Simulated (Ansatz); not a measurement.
Profile along the Cd–Se line in CdSe (wurtzite)

CdSe (wurtzite)

```cif
data_Cd2Se2
_chemical_formula_sum 'Cd2 Se2'
_space_group_name_H-M_alt 'P 1'
_space_group_IT_number 1
_cell_length_a 4.38272
_cell_length_b 4.38272
_cell_length_c 7.15447
_cell_angle_alpha 90.000
_cell_angle_beta 90.000
_cell_angle_gamma 120.000
loop_
_space_group_symop_operation_xyz
  'x, y, z'
loop_
_atom_site_label
_atom_site_type_symbol
_atom_site_fract_x
_atom_site_fract_y
_atom_site_fract_z
_atom_site_occupancy
Cd1 Cd 0.66667 0.33333 0.00047 1
Cd2 Cd 0.33333 0.66667 0.50047 1
Se1 Se 0.66667 0.33333 0.62473 1
Se2 Se 0.33333 0.66667 0.12473 1
```

Fields along a shortest Cd–Se line of a (1 -1 0 0) plane (2.69 Å), from Cd to Se, interpolated on the slice's grid (step about 0.3 Å). The numbers are results of PBE (plane waves to 420 eV, PAW, scalar-relativistic; Ansatz, a quantum-chemistry and plane-wave program), not measurements. k mesh 9×9×5. Near the nuclei the fields are pseudised (PAW); where an atom keeps semicore shells as valence, they peak there. CdSe was relaxed with its symmetry unable to fall.

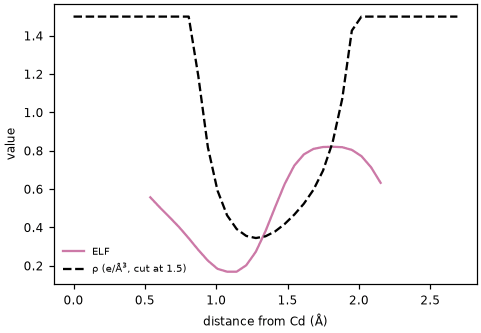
ELF (away from the nuclei) and valence density from Cd to Se.

Density on the Cd–Se line (2.69 Å) at its density minimum, 1.3 Å from Cd: 0.34 e/Å³. ELF at that point: 0.27. Element round which the density of the highest valence band (whole band, smooth part) is largest on this plane: Se.
